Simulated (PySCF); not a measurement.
NMR shielding calculation, with input and output: C2HClN2S

C2HClN2S, computed with GIAO PBE0/pcSseg-1 NMR shielding, non-relativistic, gas phase (PySCF 2.14.0).

The geometry comes from this level: GFN2-xTB, MD frame at 425 fs, 300 K. It belongs to a series of runs on one base structure; here: MD frame at 425 fs, 300 K. Figures and captions count atoms from 1; the log counts them from 0 in places.

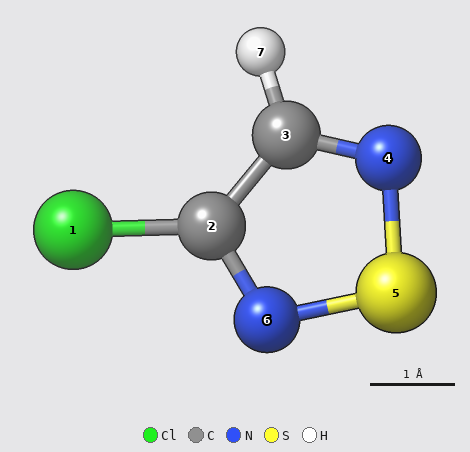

*The structure (ball-and-stick view, seen on its broad side; atoms are numbered from 1 in the order of the input).*

Bond lengths as drawn: C–C 1.42 Å, C–Cl 1.67 Å, C–H 1.07 Å, C–N 1.27 to 1.32 Å and N–S 1.60 to 1.63 Å.

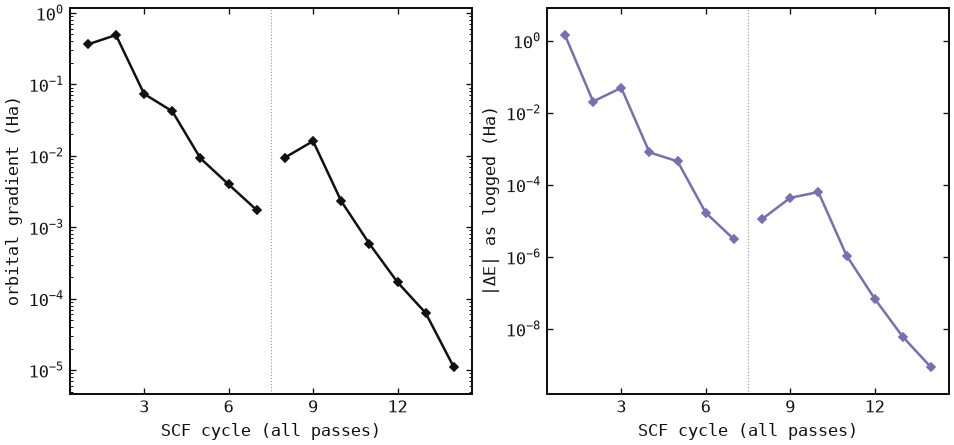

*Convergence of the self-consistent field: orbital gradient and size of the energy change against the SCF cycle. The dotted line marks the change from a coarse to the final integration grid.*

The first 7 cycles use a coarse grid, the final grid takes over at cycle 8, and the field converges after 14 cycles in all.

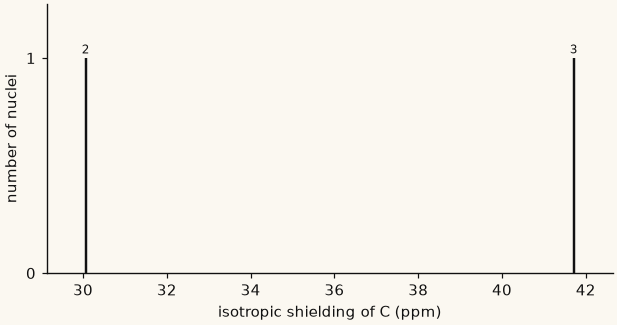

*Isotropic shieldings of the carbon nuclei in this fixed geometry, labelled by atom number; shielding grows to the right, so chemical shift grows to the left.*

The least shielded is C2 (30.1 ppm), the most shielded C3 (41.7 ppm).

The input that produced these results follows, with the program's output.

**Input**
```
{"job": {"kind": "nmr", "xc": "PBE0", "basis": "pcSseg-1", "pop": false}, "charge": 0, "multiplicity": 1}
Cl     1.607800    -1.217700    -0.083000
C     -0.000700    -0.825400     0.120500
C     -0.757900    -0.578200     1.295400
N     -1.952900    -0.178600     1.120200
S     -2.198400    -0.132200    -0.489800
N     -0.744800    -0.599800    -0.951000
H     -0.385000    -0.783300     2.279600
```

The first line tells a small driver script what to run in PySCF; the rest is the geometry in Å.

Launched with:
```bash
OMP_NUM_THREADS=1 python <driver script> task.json out
```

**Log**
```
coarse grid: 8168 points
cycle   1  E = -1044.0497065570  dE =  1.427e+00  |g| = 3.618e-01  |ddm| = 3.051e+00
cycle   2  E = -1044.0293074883  dE =  2.040e-02  |g| = 4.886e-01  |ddm| = 7.233e-01
cycle   3  E = -1044.0782879383  dE = -4.898e-02  |g| = 7.330e-02  |ddm| = 4.069e-01
cycle   4  E = -1044.0790816427  dE = -7.937e-04  |g| = 4.191e-02  |ddm| = 9.616e-02
cycle   5  E = -1044.0795260542  dE = -4.444e-04  |g| = 9.193e-03  |ddm| = 4.907e-02
cycle   6  E = -1044.0795426943  dE = -1.664e-05  |g| = 3.970e-03  |ddm| = 1.038e-02
cycle   7  E = -1044.0795457534  dE = -3.059e-06  |g| = 1.735e-03  |ddm| = 4.690e-03
final grid: 73264 points
cycle   8  E = -1044.1131138659  dE = -1.107e-05  |g| = 9.417e-03  |ddm| = 2.294e-02
cycle   9  E = -1044.1130705935  dE =  4.327e-05  |g| = 1.602e-02  |ddm| = 2.274e-02
cycle  10  E = -1044.1131330746  dE = -6.248e-05  |g| = 2.314e-03  |ddm| = 1.575e-02
cycle  11  E = -1044.1131341569  dE = -1.082e-06  |g| = 5.856e-04  |ddm| = 2.029e-03
cycle  12  E = -1044.1131342255  dE = -6.853e-08  |g| = 1.693e-04  |ddm| = 5.944e-04
cycle  13  E = -1044.1131342314  dE = -5.959e-09  |g| = 6.282e-05  |ddm| = 1.826e-04
cycle  14  E = -1044.1131342323  dE = -8.556e-10  |g| = 1.094e-05  |ddm| = 5.537e-05
converged SCF energy = -1044.1131342323

GIAO shielding tensors (ppm)
atom      isotropic    diamagn.    paramagn.     s11        s22        s33       span
  0 Cl     745.229    1146.339    -401.110    475.917    773.756    986.013    510.096
  1 C       30.064     251.088    -221.024    -46.507     58.758     77.940    124.447
  2 C       41.713     251.180    -209.467    -27.742     26.261    126.620    154.362
  3 N     -115.660     329.975    -445.635   -370.600   -190.155    213.776    584.377
  4 S       -0.408    1056.483   -1056.891   -134.130     43.173     89.733    223.863
  5 N     -117.260     327.051    -444.311   -372.418   -188.250    208.888    581.306
  6 H       23.846      29.370      -5.524     20.233     24.827     26.478      6.245
```

**Summary**

- outcome: converged
- total energy: −1044.113134 hartree
- HOMO: −7.89 eV
- LUMO: −1.81 eV
- dipole moment: 0.83 D
- isotropic shielding, Cl: 745.2 ppm
- isotropic shielding, C: 30.1 to 41.7 ppm
- isotropic shielding, N: −117.3 to −115.7 ppm
- isotropic shielding, S: −0.4 ppm
- isotropic shielding, H: 23.8 ppm
- hardware: 1 CPU thread, shared host
- wall time: 7.1 s
- peak memory: 0.6 GiB
